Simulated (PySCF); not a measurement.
**M06-2X/cc-pVTZ run of GaCl (SMILES [Cl][Ga])**

What is the energy change on altering one bond length of GaCl at M06-2X/cc-pVTZ? 

Program for the calculation: PySCF 2.14.0.

3 further runs of the same task are left out: 3 set aside as unsound or not needed.

## Step 1: The system as given

GaCl has 2 atoms, charge 0, and is taken as a singlet. As SMILES, `[Cl][Ga]`. The shape comes from GFN2-xTB, which is rough for such elements, and wasn't checked as a minimum.

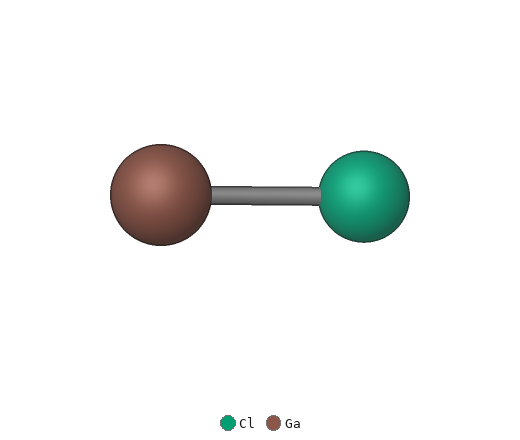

The structure, seen from a chosen angle (chlorine teal, gallium brown).

## Step 2: The energy at M06-2X/cc-pVTZ

The input, job.py:

```python
from pyscf import gto, dft

system = gto.M(
    atom=[
    ('Cl', (0.000000, 0.000000, 0.000000)),
    ('Ga', (0.000000, 0.000000, 2.168600)),
],
    max_memory=1860,
    verbose=4,
    spin=0,
    basis='cc-pvtz',
)

ks = dft.RKS(system)
ks.xc = 'm06-2x'
ks.conv_tol = 1e-10
ks.grids.level = 5
ks.kernel()
if not ks.converged:
    ks = ks.newton().run(ks.mo_coeff, ks.mo_occ)

e_final = ks.e_tot
print(f'total energy: {e_final:.8f} hartree')
```

Command:

```bash
$ OMP_NUM_THREADS=1 python job.py
```

The program printed:

```text
PySCF version 2.14.0

[INPUT] num. atoms = 2
[INPUT] num. electrons = 48
[INPUT] charge = 0
[INPUT] spin (= nelec alpha-beta = 2S) = 0
[INPUT] symmetry False subgroup None
[INPUT] Mole.unit = angstrom
[INPUT] Symbol           X                Y                Z      unit          X                Y                Z       unit  Magmom
[INPUT]  1 Cl     0.000000000000   0.000000000000   0.000000000000 AA    0.000000000000   0.000000000000   0.000000000000 Bohr   0.0
[INPUT]  2 Ga     0.000000000000   0.000000000000   2.168600000000 AA    0.000000000000   0.000000000000   4.098060073732 Bohr   0.0

nuclear repulsion = 128.597431594042
number of shells = 19
number of NR pGTOs = 170
number of NR cGTOs = 77
basis = cc-pvtz
ecp = {}

******** <class 'pyscf.dft.rks.RKS'> ********
method = RKS
initial guess = minao
damping factor = 0
level_shift factor = 0
DIIS = <class 'pyscf.scf.diis.CDIIS'>
diis_start_cycle = 1
diis_space = 8
diis_damp = 0
SCF conv_tol = 1e-10
SCF conv_tol_grad = None
SCF max_cycles = 50
direct_scf = True
direct_scf_tol = 1e-13
XC library pyscf.dft.libxc version 7.0.0
    S. Lehtola, C. Steigemann, M. J.T. Oliveira, and M. A.L. Marques.,  SoftwareX 7, 1–5 (2018)
XC functionals = m06-2x
    Y. Zhao and D. G. Truhlar.,  Theor. Chem. Acc. 120, 215 (2008)
    Y. Zhao and D. G. Truhlar.,  Theor. Chem. Acc. 120, 215 (2008)
radial grids:
    Treutler-Ahlrichs [JCP 102, 346 (1995); DOI:10.1063/1.469408] (M4) radial grids

becke partition: Becke, JCP 88, 2547 (1988); DOI:10.1063/1.454033
pruning grids: <function nwchem_prune>
grids dens level: 5
symmetrized grids: False
atomic radii adjust function: <function treutler_atomic_radii_adjust>
small_rho_cutoff = 0
Set gradient conv threshold to 1e-05
Initial guess from minao.
tot grids = 88328
init E= -2384.62145525104
  HOMO = -0.255331245706003  LUMO = -0.0310818091938786  gap/eV = 6.10214
cycle= 1 E= -2385.11882866599  delta_E= -0.497  |g|= 0.333  |ddm|= 1.14
  HOMO = -0.293445480994406  LUMO = -0.0489565901958911  gap/eV = 6.65288
cycle= 2 E= -2385.12292185729  delta_E= -0.00409  |g|= 0.364  |ddm|= 0.671
  HOMO = -0.303367791240576  LUMO = -0.0333438085406581  gap/eV = 7.34773
cycle= 3 E= -2385.15701043742  delta_E= -0.0341  |g|= 0.0147  |ddm|= 0.296
  HOMO = -0.302157231281693  LUMO = -0.0313465566551278  gap/eV = 7.36913
cycle= 4 E= -2385.15708344974  delta_E= -7.3e-05  |g|= 0.00496  |ddm|= 0.0431
  HOMO = -0.302410761991301  LUMO = -0.0313673801495042  gap/eV = 7.37547
cycle= 5 E= -2385.15708821855  delta_E= -4.77e-06  |g|= 0.00211  |ddm|= 0.00986
  HOMO = -0.302428692069562  LUMO = -0.0314937865234321  gap/eV = 7.37251
cycle= 6 E= -2385.15708922845  delta_E= -1.01e-06  |g|= 0.000189  |ddm|= 0.00258
  HOMO = -0.302430596400896  LUMO = -0.0315114349926866  gap/eV = 7.37209
cycle= 7 E= -2385.15708924944  delta_E= -2.1e-08  |g|= 6.26e-05  |ddm|= 0.000573
  HOMO = -0.302422180965765  LUMO = -0.0315045434157199  gap/eV = 7.37204
cycle= 8 E= -2385.15708925077  delta_E= -1.33e-09  |g|= 1.9e-05  |ddm|= 9.17e-05
  HOMO = -0.302423015974383  LUMO = -0.0315060283432206  gap/eV = 7.37203
cycle= 9 E= -2385.15708925094  delta_E= -1.65e-10  |g|= 2.05e-06  |ddm|= 2.86e-05
  HOMO = -0.30242294134024  LUMO = -0.0315063687151361  gap/eV = 7.37202
cycle= 10 E= -2385.15708925094  delta_E= -4.55e-13  |g|= 3.22e-07  |ddm|= 5.71e-06
  HOMO = -0.302422880469955  LUMO = -0.031506305584153  gap/eV = 7.37202
Extra cycle  E= -2385.15708925094  delta_E= -6.37e-12  |g|= 1.28e-07  |ddm|= 9.67e-07
converged SCF energy = -2385.15708925094
total energy: -2385.15708925 hartree
```

Wall time 11 s (1 thread of Arm Neoverse V2, shared host); peak memory 0.39 GiB.

## Step 3: The distorted shape at the same level

The input, input.py:

```python
from pyscf import gto, dft

mol = gto.M(
    atom='''
Cl   0.000000   0.000000  -1.734900
Ga   0.000000   0.000000   2.168600
''',
    charge=0,
    verbose=4,
    basis='cc-pvtz',
    max_memory=1860,
    spin=0,
)

ks = dft.RKS(mol, xc='m06-2x')
ks.conv_tol = 1e-10
ks.grids.level = 5
ks.kernel()
if not ks.converged:
    ks = ks.newton().run(ks.mo_coeff, ks.mo_occ)

energy = ks.e_tot
print('E(%s) = %.9f' % ('M06-2X', energy))
```

Command:

```bash
$ OMP_NUM_THREADS=1 python input.py
```

The program printed:

```text
PySCF version 2.14.0

[INPUT] num. atoms = 2
[INPUT] num. electrons = 48
[INPUT] charge = 0
[INPUT] spin (= nelec alpha-beta = 2S) = 0
[INPUT] symmetry False subgroup None
[INPUT] Mole.unit = angstrom
[INPUT] Symbol           X                Y                Z      unit          X                Y                Z       unit  Magmom
[INPUT]  1 Cl     0.000000000000   0.000000000000  -1.734900000000 AA    0.000000000000   0.000000000000  -3.278485853508 Bohr   0.0
[INPUT]  2 Ga     0.000000000000   0.000000000000   2.168600000000 AA    0.000000000000   0.000000000000   4.098060073732 Bohr   0.0

nuclear repulsion = 71.4426515062995
number of shells = 19
number of NR pGTOs = 170
number of NR cGTOs = 77
basis = cc-pvtz
ecp = {}

******** <class 'pyscf.dft.rks.RKS'> ********
method = RKS
initial guess = minao
damping factor = 0
level_shift factor = 0
DIIS = <class 'pyscf.scf.diis.CDIIS'>
diis_start_cycle = 1
diis_space = 8
diis_damp = 0
SCF conv_tol = 1e-10
SCF conv_tol_grad = None
SCF max_cycles = 50
direct_scf = True
direct_scf_tol = 1e-13
XC library pyscf.dft.libxc version 7.0.0
    S. Lehtola, C. Steigemann, M. J.T. Oliveira, and M. A.L. Marques.,  SoftwareX 7, 1–5 (2018)
XC functionals = m06-2x
    Y. Zhao and D. G. Truhlar.,  Theor. Chem. Acc. 120, 215 (2008)
    Y. Zhao and D. G. Truhlar.,  Theor. Chem. Acc. 120, 215 (2008)
radial grids:
    Treutler-Ahlrichs [JCP 102, 346 (1995); DOI:10.1063/1.469408] (M4) radial grids

becke partition: Becke, JCP 88, 2547 (1988); DOI:10.1063/1.454033
pruning grids: <function nwchem_prune>
grids dens level: 5
symmetrized grids: False
atomic radii adjust function: <function treutler_atomic_radii_adjust>
small_rho_cutoff = 0
Set gradient conv threshold to 1e-05
[... 1 set-up line as earlier in the session ...]
tot grids = 88328
init E= -2384.30226361703
  HOMO = -0.340884805959739  LUMO = -0.0365102749604822  gap/eV = 8.28245
cycle= 1 E= -2384.96758902746  delta_E= -0.665  |g|= 0.433  |ddm|= 0.868
  HOMO = -0.155229945966068  LUMO = -0.104308485330144  gap/eV = 1.38564
cycle= 2 E= -2378.77729912229  delta_E= 6.19  |g|= 2.65  |ddm|= 2.88
  HOMO = -0.234538302192841  LUMO = -0.100445269619948  gap/eV = 3.64886
cycle= 3 E= -2385.04258852645  delta_E= -6.27  |g|= 0.104  |ddm|= 2.73
  HOMO = -0.217568826897537  LUMO = -0.12113342963223  gap/eV = 2.62414
cycle= 4 E= -2385.04910358158  delta_E= -0.00652  |g|= 0.051  |ddm|= 0.289
  HOMO = -0.236705243333374  LUMO = -0.114367448998352  gap/eV = 3.32898
cycle= 5 E= -2385.04971836636  delta_E= -0.000615  |g|= 0.016  |ddm|= 0.0805
  HOMO = -0.241945574345484  LUMO = -0.110292886913225  gap/eV = 3.58245
cycle= 6 E= -2385.04979223794  delta_E= -7.39e-05  |g|= 0.00379  |ddm|= 0.0356
  HOMO = -0.244008493303661  LUMO = -0.109191277802862  gap/eV = 3.66856
cycle= 7 E= -2385.0498073351  delta_E= -1.51e-05  |g|= 0.000918  |ddm|= 0.0138
  HOMO = -0.244288901386335  LUMO = -0.109147807813132  gap/eV = 3.67738
cycle= 8 E= -2385.04980997725  delta_E= -2.64e-06  |g|= 0.000421  |ddm|= 0.00518
  HOMO = -0.244270839420781  LUMO = -0.109135616374949  gap/eV = 3.67722
cycle= 9 E= -2385.04981045061  delta_E= -4.73e-07  |g|= 0.000202  |ddm|= 0.00194
  HOMO = -0.244288759222448  LUMO = -0.109131989947119  gap/eV = 3.67780
cycle= 10 E= -2385.04981057624  delta_E= -1.26e-07  |g|= 3.73e-05  |ddm|= 0.00138
  HOMO = -0.24429921435829  LUMO = -0.109124875127001  gap/eV = 3.67828
cycle= 11 E= -2385.04981057917  delta_E= -2.93e-09  |g|= 1.75e-05  |ddm|= 0.000229
  HOMO = -0.24430679790157  LUMO = -0.109121283178951  gap/eV = 3.67859
cycle= 12 E= -2385.04981057926  delta_E= -9.6e-11  |g|= 5.26e-06  |ddm|= 2.83e-05
  HOMO = -0.244303981326812  LUMO = -0.109121932057297  gap/eV = 3.67849
Extra cycle  E= -2385.04981057928  delta_E= -2e-11  |g|= 5.62e-06  |ddm|= 1.65e-05
converged SCF energy = -2385.04981057928
E(M06-2X) = -2385.049810579
```

Wall time 12 s (1 thread of Arm Neoverse V2, shared host); peak memory 0.39 GiB.

## Step 4: Results

At M06-2X/cc-pVTZ:

```
                                                           quantity           value
                                          first shape: total energy  -2385.15709 Eh
                                         first shape: dipole moment          1.93 D
                                           first shape: HOMO energy        -8.23 eV
                                           first shape: LUMO energy        -0.86 eV
                                         first shape: HOMO–LUMO gap         7.37 eV
                                      distorted shape: total energy  -2385.04981 Eh
                                     distorted shape: dipole moment         13.50 D
                                       distorted shape: HOMO energy        -6.65 eV
                                       distorted shape: LUMO energy        -2.97 eV
                                     distorted shape: HOMO–LUMO gap         3.68 eV
energy change with the Cl1–Ga2 bond stretched from 2.169 to 3.904 Å        2.919 eV
```

In words: With the Cl1–Ga2 bond stretched from 2.169 to 3.904 Å the energy rises by 2.92 eV (67 kcal/mol). The first shape isn't relaxed at this level, so the change isn't measured from a minimum.
